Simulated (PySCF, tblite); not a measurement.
# C₅H₁₅NSSi: geometry, infrared bands and NMR shifts

Aim: predict the infrared bands and NMR shifts of C₅H₁₅NSSi (`CC(C)[C@H](C)N[SiH2]S`).

Computed with tblite 0.8.0 and PySCF 2.14.0, with density-fitted response routines of our own, on a single molecule in the gas phase. Atoms count from 0, in the outputs and in this text.

## Step 1: Starting geometry

23 atoms, charge 0, multiplicity 1; geometry from: force field or distance geometry start.

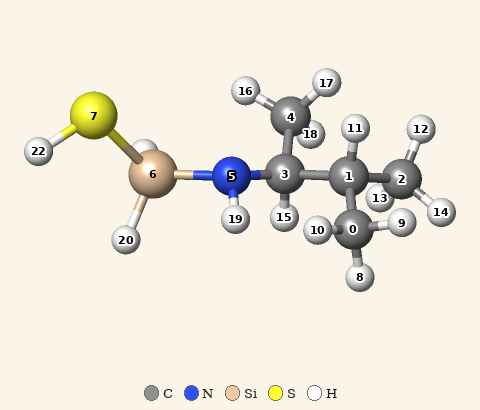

As it starts; carbon grey, nitrogen blue, silicon light orange, sulfur yellow, hydrogen white, atoms numbered.

## Step 2: Optimising the geometry with GFN2-xTB

The job: settings as JSON, then the geometry in Å.

```
{"job": {"kind": "relax", "xc": "GFN2-xTB", "basis": "xTB"}, "charge": 0, "multiplicity": 1}
C     -1.454800     1.448300    -0.977700
C     -1.345500     0.333800    -0.020100
C     -2.353800    -0.782700    -0.283300
C      0.016900    -0.337100     0.018700
C     -0.097300    -1.420400     1.057600
N      1.055600     0.585500     0.151300
Si     2.712300     0.055500     0.215300
S      3.774100     1.274000     1.660400
H     -1.496800     1.060800    -2.034400
H     -2.498400     1.889700    -0.832300
H     -0.776800     2.289500    -0.842900
H     -1.575100     0.705300     1.023000
H     -2.797400    -1.144000     0.683700
H     -1.824200    -1.645300    -0.762300
H     -3.160600    -0.387800    -0.969800
H      0.121900    -0.832500    -0.952700
H      0.811800    -1.647000     1.616400
H     -0.907500    -1.158800     1.758300
H     -0.422500    -2.346100     0.545000
H      0.982000     1.260200    -0.661400
H      3.336900     0.369300    -1.079800
H      2.972300    -1.335800     0.471800
H      4.922200     1.792400     1.044000
```

On the command line:

```sh
$ OMP_NUM_THREADS=1 python probes_run.py task.json out
```

One launch serves the whole session: the jobs run in the order shown.

Log:

```text
step      E/eV     max force
  0    -714.79817    3.149
  1    -715.16916    1.006
  2    -715.26112    0.601
  3    -715.33784    0.608
  4    -715.40476    0.726
  5    -715.47336    0.563
  6    -715.51083    0.419
  7    -715.54727    0.441
  8    -715.58085    0.451
  9    -715.61406    0.405
 10    -715.64193    0.340
 11    -715.66381    0.340
 12    -715.68349    0.349
 13    -715.70140    0.303
 14    -715.71513    0.229
 15    -715.72544    0.226
 16    -715.73412    0.256
 17    -715.74197    0.224
 18    -715.74843    0.191
 19    -715.75404    0.174
 20    -715.76029    0.254
 21    -715.76852    0.361
 22    -715.77428    0.712
 23    -715.78737    0.212
 24    -715.80119    0.226
 25    -715.81782    0.407
 26    -715.83595    0.552
 27    -715.86144    0.473
 28    -715.86976    1.334
 29    -715.90680    0.772
 30    -715.92902    0.248
 31    -715.95000    0.587
 32    -715.96691    0.591
 33    -715.98440    0.498
 34    -716.00104    0.267
 35    -716.01399    0.407
 36    -716.03087    0.324
 37    -716.04860    0.259
 38    -716.07056    0.376
 39    -716.07761    0.325
 40    -716.09295    0.344
 41    -716.10070    0.193
 42    -716.10704    0.195
 43    -716.11127    0.135
 44    -716.11443    0.112
 45    -716.11864    0.112
 46    -716.12117    0.133
 47    -716.12411    0.138
 48    -716.12693    0.135
 49    -716.13048    0.127
 50    -716.13370    0.115
 51    -716.13609    0.094
 52    -716.13768    0.076
 53    -716.13898    0.081
 54    -716.14024    0.084
 55    -716.14141    0.080
 56    -716.14254    0.091
 57    -716.14378    0.087
 58    -716.14515    0.114
 59    -716.14650    0.077
 60    -716.14781    0.068
 61    -716.14877    0.073
 62    -716.15019    0.084
 63    -716.15175    0.080
 64    -716.15344    0.081
 65    -716.15513    0.099
 66    -716.15675    0.129
 67    -716.15812    0.145
 68    -716.15926    0.131
 69    -716.16025    0.095
 70    -716.16119    0.083
 71    -716.16215    0.069
 72    -716.16312    0.066
 73    -716.16396    0.065
 74    -716.16457    0.069
 75    -716.16497    0.057
 76    -716.16532    0.078
 77    -716.16579    0.069
 78    -716.16629    0.074
 79    -716.16675    0.061
 80    -716.16708    0.050
 81    -716.16732    0.033
 82    -716.16756    0.048
 83    -716.16785    0.048
 84    -716.16815    0.047
 85    -716.16839    0.045
 86    -716.16858    0.034
 87    -716.16875    0.039
 88    -716.16894    0.044
 89    -716.16914    0.045
 90    -716.16937    0.039
 91    -716.16964    0.036
 92    -716.16994    0.037
 93    -716.17027    0.043
 94    -716.17065    0.043
 95    -716.17109    0.052
 96    -716.17155    0.046
 97    -716.17195    0.044
 98    -716.17225    0.033
 99    -716.17253    0.054
100    -716.17284    0.057
101    -716.17317    0.037
102    -716.17351    0.042
103    -716.17384    0.035
104    -716.17415    0.039
105    -716.17443    0.043
106    -716.17467    0.047
107    -716.17491    0.045
108    -716.17516    0.047
109    -716.17544    0.043
110    -716.17573    0.032
111    -716.17602    0.042
112    -716.17631    0.061
113    -716.17670    0.070
114    -716.17717    0.053
115    -716.17757    0.031
116    -716.17778    0.038
117    -716.17803    0.047
118    -716.17821    0.038
119    -716.17840    0.026
120    -716.17854    0.041
121    -716.17869    0.029
122    -716.17883    0.028
123    -716.17894    0.019
124    -716.17902    0.019
125    -716.17910    0.021
126    -716.17917    0.021
127    -716.17924    0.017
128    -716.17928    0.019
129    -716.17930    0.008
```

Wall time 2.1 s (1 thread of Arm Neoverse N1, shared host); peak memory 0.18 GiB.

The steps of the relaxation: (not every step is listed)

```
step  energy from step 0 (eV)  largest force (eV/Å)
   0                   0.0000                3.1485
   1                  -0.3710                1.0057
   2                  -0.4629                0.6009
   3                  -0.5397                0.6081
   4                  -0.6066                0.7257
   5                  -0.6752                0.5629
   6                  -0.7127                0.4191
   7                  -0.7491                0.4405
   8                  -0.7827                0.4512
  19                  -0.9559                0.1744
  30                  -1.1309                0.2480
  41                  -1.3025                0.1929
  52                  -1.3395                0.0759
  63                  -1.3536                0.0803
  74                  -1.3664                0.0688
  85                  -1.3702                0.0450
  96                  -1.3734                0.0460
 107                  -1.3767                0.0449
 118                  -1.3800                0.0378
 124                  -1.3809                0.0192
 125                  -1.3809                0.0210
 126                  -1.3810                0.0206
 127                  -1.3811                0.0169
 128                  -1.3811                0.0186
 129                  -1.3811                0.0078
```

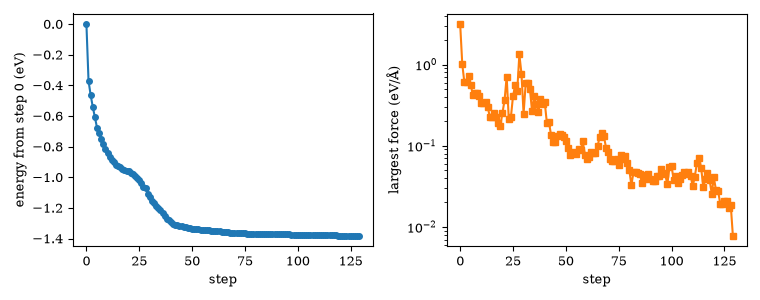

Energy and largest force along the relaxation.

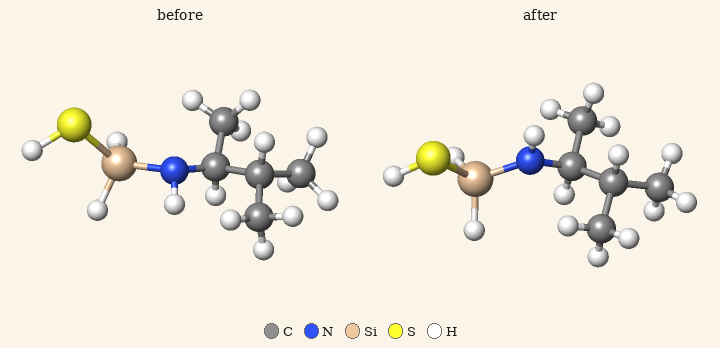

The geometry before (left) and after (right).

Distances of close pairs at the start and the end, largest changes first:

| bond | before (Å) | after (Å) | change (Å) |
| --- | --- | --- | --- |
| S7–H22 | 1.402 | 1.321 | -0.081 |
| C0–H9 | 1.142 | 1.087 | -0.055 |
| C0–C1 | 1.473 | 1.528 | +0.054 |
| C3–N5 | 1.396 | 1.446 | +0.050 |
| N5–H19 | 1.059 | 1.009 | -0.050 |
| N5–Si6 | 1.741 | 1.697 | -0.043 |
| C2–H14 | 1.131 | 1.088 | -0.043 |
| C0–H8 | 1.126 | 1.088 | -0.038 |

The next job starts from the end point, and lists it.

## Step 3: Harmonic vibrations with GFN2-xTB

The job: settings as JSON, then the geometry in Å.

```
{"job": {"kind": "ir", "xc": "GFN2-xTB", "basis": "xTB"}, "charge": 0, "multiplicity": 1}
C     -1.102829     1.310354    -1.157465
C     -1.334768     0.267095    -0.065856
C     -2.501508    -0.638202    -0.454776
C     -0.037658    -0.527541     0.179782
C     -0.208234    -1.636041     1.219304
N      1.012676     0.378757     0.586626
Si     2.612439     0.318112     0.023205
S      3.539644     1.959677     1.062053
H     -0.906805     0.819364    -2.108477
H     -1.980159     1.942436    -1.270962
H     -0.251574     1.939160    -0.911462
H     -1.588974     0.786803     0.865794
H     -2.798269    -1.283398     0.367287
H     -2.231865    -1.258764    -1.306789
H     -3.360829    -0.031806    -0.732360
H      0.285547    -0.976132    -0.765336
H      0.763134    -2.073411     1.440075
H     -0.622214    -1.229498     2.140032
H     -0.863362    -2.420592     0.853554
H      0.797279     0.861683     1.446339
H      2.656640     0.584589    -1.412702
H      3.394443    -0.882030     0.339245
H      4.722494     1.816369     0.491780
```

Log:

```text
mode    cm-1     km/mol
  1      36.5      7.02
  2      42.6      0.05
  3      61.4      0.55
  4     104.5      4.02
  5     116.6     26.68
  6     195.4      0.04
  7     200.1      1.39
  8     203.5      1.31
  9     221.6      0.40
 10     274.6      1.66
 11     346.5     19.40
 12     359.1     16.18
 13     376.8     46.72
 14     415.0      4.26
 15     452.1     19.81
 16     506.4     10.91
 17     524.7     77.44
 18     528.3     43.40
 19     578.8      4.38
 20     694.4     85.95
 21     741.4    363.06
 22     820.2    159.10
 23     838.3     21.68
 24     876.9     44.40
 25     949.5      3.26
 26     961.0      4.22
 27     982.9      1.13
 28     997.3     19.85
 29    1032.8      9.88
 30    1090.1     15.35
 31    1145.9      5.99
 32    1164.3     21.74
 33    1176.5     78.61
 34    1184.3     46.00
 35    1246.4     20.11
 36    1293.8     10.77
 37    1318.8      3.69
 38    1349.4      4.33
 39    1381.7    150.28
 40    1401.1      7.61
 41    1406.8      5.49
 42    1420.0      8.27
 43    1490.2      1.96
 44    1492.5      0.66
 45    1497.7      1.95
 46    1499.8      5.24
 47    1506.3      4.16
 48    1517.9      1.38
 49    2204.5    330.74
 50    2274.6    166.13
 51    2496.9    113.31
 52    2917.5     26.07
 53    2935.4     63.33
 54    3025.8     23.80
 55    3027.5      1.47
 56    3030.5     44.21
 57    3032.9     30.81
 58    3033.6     45.67
 59    3039.3     76.90
 60    3048.8     17.84
 61    3050.9     21.02
 62    3054.4     44.82
 63    3441.2     14.77
```

It took 1.9 s on 1 thread of Arm Neoverse N1, shared host; peak memory 0.18 GiB.

Which atoms move in the most intense modes:

```csv
cm⁻¹,km/mol,atoms
694,86.0,H22 83 %
741,363.1,"H21 45 %, H20 37 %"
820,159.1,"H20 48 %, H21 45 %"
1176,78.6,"C3 29 %, N5 21 %, H15 11 %"
1382,150.3,"H15 33 %, H19 30 %, N5 19 %, C3 13 %"
2204,330.7,"H21 85 %, H20 11 %"
2275,166.1,"H20 86 %, H21 11 %"
2497,113.3,H22 97 %
```

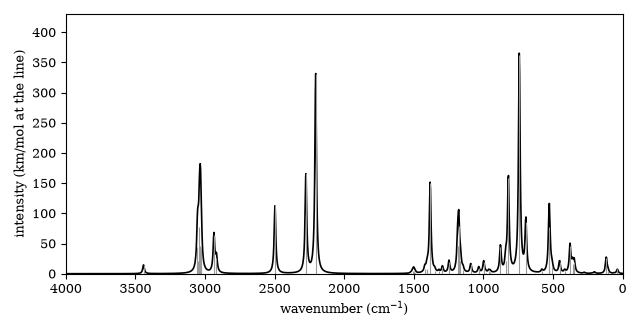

The infrared spectrum from these modes, unscaled. Lines are broadened to a width of 14 cm⁻¹ (Lorentzian).

## Step 4: NMR shieldings: PBE0/pcSseg-1

Same as in step 3 but for these lines:

```diff
@@ -1,2 +1,2 @@
-{"job": {"kind": "ir", "xc": "GFN2-xTB", "basis": "xTB"}, "charge": 0, "multiplicity": 1}
+{"job": {"kind": "nmr", "xc": "PBE0", "basis": "pcSseg-1"}, "charge": 0, "multiplicity": 1}
 C     -1.102829     1.310354    -1.157465
```

Level: GIAO PBE0/pcSseg-1 NMR shielding, non-relativistic, gas phase.

Log:

```text
coarse grid: 19040 points
cycle   1  E = -941.2893619334  dE =  6.540e-01  |g| = 5.436e-01  |ddm| = 4.119e+00
cycle   2  E = -941.2645011292  dE =  2.486e-02  |g| = 6.470e-01  |ddm| = 1.180e+00
cycle   3  E = -941.3649101666  dE = -1.004e-01  |g| = 7.738e-02  |ddm| = 7.093e-01
cycle   4  E = -941.3660219876  dE = -1.112e-03  |g| = 3.370e-02  |ddm| = 1.070e-01
cycle   5  E = -941.3662661121  dE = -2.441e-04  |g| = 4.821e-03  |ddm| = 3.294e-02
cycle   6  E = -941.3662707572  dE = -4.645e-06  |g| = 2.102e-03  |ddm| = 7.111e-03
final grid: 171288 points
cycle   7  E = -941.4147760520  dE = -5.507e-05  |g| = 1.102e-02  |ddm| = 3.838e-02
cycle   8  E = -941.4147614638  dE =  1.459e-05  |g| = 1.335e-02  |ddm| = 2.414e-02
cycle   9  E = -941.4148067388  dE = -4.528e-05  |g| = 9.824e-04  |ddm| = 1.383e-02
cycle  10  E = -941.4148069386  dE = -1.998e-07  |g| = 2.854e-04  |ddm| = 1.255e-03
cycle  11  E = -941.4148069556  dE = -1.699e-08  |g| = 7.477e-05  |ddm| = 3.005e-04
cycle  12  E = -941.4148069567  dE = -1.081e-09  |g| = 2.711e-05  |ddm| = 9.462e-05
cycle  13  E = -941.4148069568  dE = -1.605e-10  |g| = 2.883e-06  |ddm| = 2.246e-05
converged SCF energy = -941.4148069568

GIAO shielding tensors (ppm)
atom      isotropic    diamagn.    paramagn.     s11        s22        s33       span
  0 C      163.773     248.289     -84.516    150.300    154.723    186.296     35.996
  1 C      143.609     247.145    -103.536    129.468    140.911    160.449     30.980
  2 C      164.990     247.363     -82.372    152.453    157.309    185.208     32.755
  3 C      128.583     244.713    -116.129    110.440    126.276    149.034     38.594
  4 C      160.949     247.930     -86.982    145.864    153.058    183.924     38.060
  5 N      221.089     325.613    -104.523    180.140    204.786    278.342     98.202
  6 Si     381.495     880.195    -498.700    343.878    372.959    427.648     83.770
  7 S      777.219    1057.040    -279.821    666.147    688.810    976.701    310.554
  8 H       31.181      31.840      -0.659     28.247     28.732     36.565      8.318
  9 H       30.823      30.632       0.192     26.500     28.072     37.898     11.399
 10 H       29.436      31.845      -2.410     23.262     30.664     34.380     11.118
 11 H       30.762      34.182      -3.420     28.392     29.754     34.139      5.747
 12 H       30.453      30.528      -0.075     25.201     29.589     36.567     11.366
 13 H       31.152      30.851       0.300     27.602     29.071     36.782      9.179
 14 H       30.659      29.379       1.280     25.841     28.399     37.736     11.895
 15 H       29.789      34.760      -4.972     27.265     29.893     32.209      4.944
 16 H       30.331      30.870      -0.539     25.710     29.291     35.992     10.282
 17 H       30.913      31.541      -0.628     28.017     28.738     35.983      7.966
 18 H       30.217      31.255      -1.038     24.684     29.320     36.647     11.963
 19 H       31.986      36.166      -4.179     23.441     32.777     39.741     16.300
 20 H       26.375      30.560      -4.185     22.500     25.499     31.125      8.625
 21 H       26.052      29.569      -3.517     21.746     25.000     31.412      9.666
 22 H       32.126      28.218       3.908     23.889     27.224     45.265     21.376
```

It took 1.9 min on 1 thread of Arm Neoverse N1, shared host; peak memory 1.1 GiB.

Shifts follow as δ = σ(reference) − σ, with reference shieldings (ppm) from runs at the same level and on the same kind of geometry: 1H TMS 31.72, 13C TMS 186.9, 29Si TMS 349.2, 15N NH3 267.7, 33S CS2 504. The references are single molecules in the gas phase, so shifts against H2O, NH3, PH3, H3PO4 or CFCl3 are not on the usual liquid scales and can be off by tens of ppm. Atoms listed in one row are averaged.

```csv
atoms,environment,σ (ppm),δ (ppm),δ scaled to CDCl3
C3,sp3 CH bonded to N,128.6,58.3,55.0
C1,sp3 CH,143.6,43.3,40.4
C4,methyl carbon,160.9,26.0,23.4
C0,methyl carbon,163.8,23.2,20.7
C2,methyl carbon,165.0,21.9,19.5
H21,"hydrogen on a silicon bonded to N, S",26.05,5.66,–
H20,"hydrogen on a silicon bonded to N, S",26.37,5.34,–
H15,hydrogen on an sp3 CH bonded to N,29.79,1.93,1.92
"H8, H9, H10",hydrogen on a methyl carbon,30.48,1.24,1.27
"H16, H17, H18",hydrogen on a methyl carbon,30.49,1.23,1.26
"H12, H13, H14",hydrogen on a methyl carbon,30.75,0.96,1.01
H11,hydrogen on an sp3 CH,30.76,0.96,1.01
H19,"hydrogen on a nitrogen bonded to C, Si",31.99,-0.27,–
H22,hydrogen on a sulfur bonded to Si,32.13,-0.41,–
N5,"nitrogen bonded to C, Si, H",221.1,46.6,–
Si6,"silicon bonded to N, S, 2 H",381.5,-32.3,–
S7,"sulfur bonded to Si, H",777,-273,–
```

The scaled column applies a straight-line fit of computed shieldings to shifts measured in CDCl3, with any fitted terms for Cl, Br or S neighbours (root-mean-square error 0.16 ppm for H, 1.9 ppm for C).

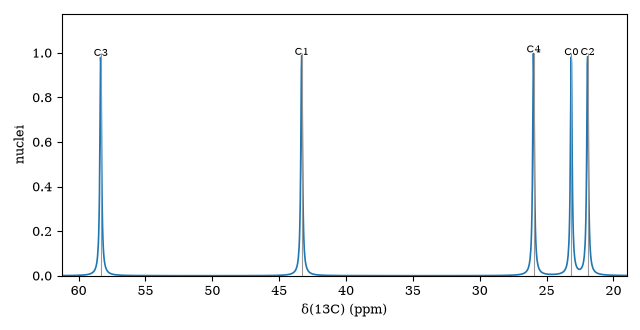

13C lines at the computed shifts, without couplings. Lines are broadened to a width of 0.15 ppm (Lorentzian).

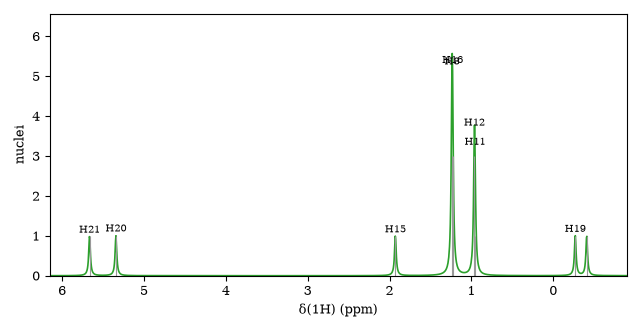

1H lines at the computed shifts, without couplings. Lines are broadened to a width of 0.02 ppm (Lorentzian).

The run also stored atomic charges by several schemes (e):

```
atoms  Mulliken    IAO  Hirshfeld  ESP fit
   C0     -0.20  -0.42      -0.12    -0.53
   C1     -0.34  -0.10      -0.02     0.29
   C2     -0.21  -0.42      -0.12    -0.47
   C3     -0.09   0.01       0.03     0.13
   C4     -0.18  -0.43      -0.13    -0.52
   N5     -0.65  -0.68      -0.23    -0.53
  Si6      0.70   0.85       0.34     0.34
   S7     -0.42  -0.34      -0.16    -0.45
```

Hirshfeld charges:

C0 -0.12; C1 -0.02; C2 -0.12; C3 0.03; C4 -0.13; N5 -0.23; Si6 0.34; S7 -0.16; H8 0.04; H9 0.04; H10 0.03; H11 0.03; H12 0.04; H13 0.04; H14 0.04; H15 0.04; H16 0.04; H17 0.04; H18 0.04; H19 0.11; H20 -0.09; H21 -0.09; H22 0.06

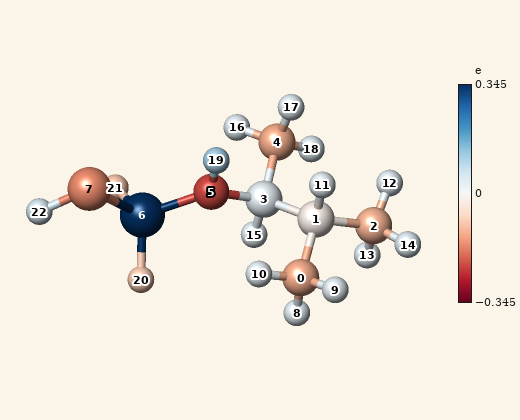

Hirshfeld charges, as colours on the atoms.

Mayer bond orders: C0–C1 1.04, C1–C2 1.03, C1–C3 0.96, C3–C4 1.04, C3–N5 0.93, N5–Si6 1.02, Si6–S7 0.99.

Orbitals, density, ELF and potential are computed afterwards from the orbital file.

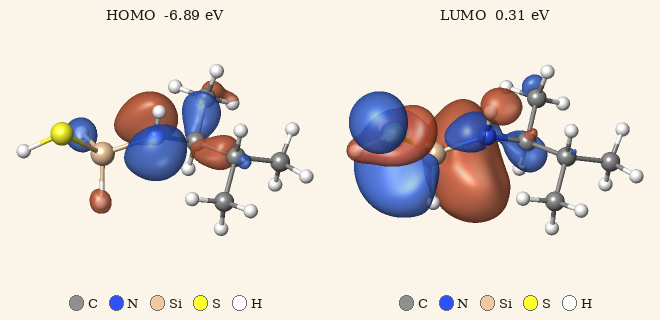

PBE0/pcSseg-1 orbitals near the gap, drawn at the value that encloses 70 % of each; the two colours are the two signs.

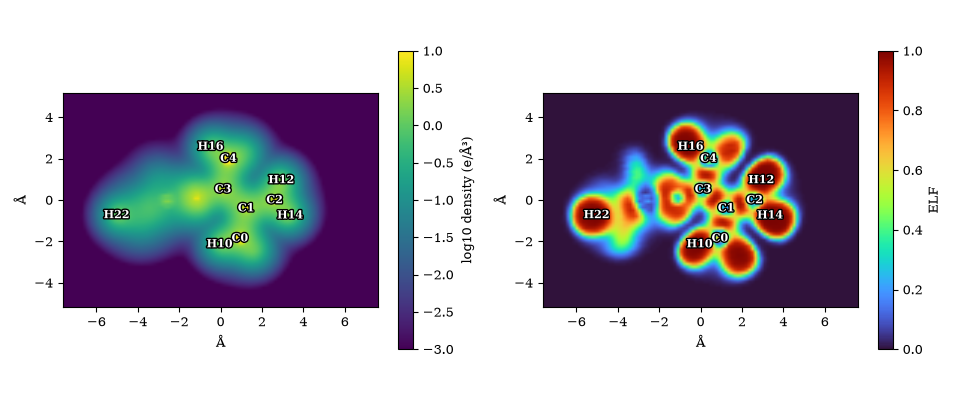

Density (left) and ELF (right) in a plane through or near 10 of the atoms.

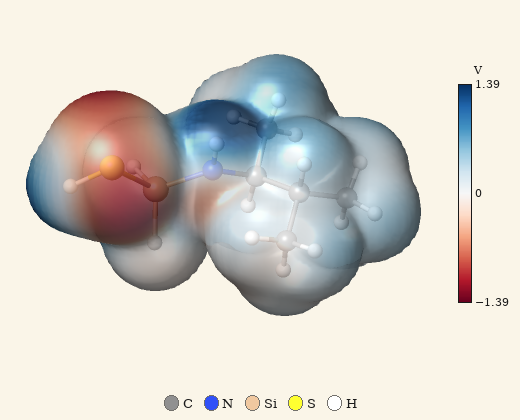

The potential that a unit positive charge feels on the 0.002 e/bohr³ surface, from -1.03 V near S7 to 1.39 V near H19.

## Step 5: What came out

| quantity | value |
| --- | --- |
| strongest single infrared mode (GFN2-xTB) | 741 cm⁻¹, 363 km/mol |
| zero-point energy (GFN2-xTB) | 119.6 kcal/mol |
| 13C shifts against TMS (PBE0/pcSseg-1) | 58.3, 43.3, 26.0, 23.2, 21.9 ppm |
| 1H shifts against TMS (PBE0/pcSseg-1, means over atoms taken as alike) | 5.66, 5.34, 1.93, 1.24, 1.23, 0.96, 0.96, -0.27, -0.41 ppm |
| 15N shifts against NH3 (PBE0/pcSseg-1) | 46.6 ppm |
| 29Si shifts against TMS (PBE0/pcSseg-1) | -32.3 ppm |
| 33S shifts against CS2 (PBE0/pcSseg-1) | -273 ppm |
| surface potential, least and greatest | -1.03 V and 1.39 V |

What this shows: Relaxing lowered the energy by 1.381 eV in 129 steps; the close pair that moved most is S7–H22, from 1.402 to 1.321 Å. All 63 modes are real, so the xTB geometry is a minimum. The strongest single mode, at 741 cm⁻¹, moves mainly H21 and H20. GFN2-xTB is a fitted tight-binding method: band positions and strengths are rough. Its intensities can rank the bands wrongly. C3 (sp3 CH bonded to N) lies farthest downfield among carbon, at 58.3 ppm; deshielded by the electronegative neighbour. At PBE0/pcSseg-1: The largest span, 311 ppm, is at S7, where the paramagnetic term is -280 ppm.
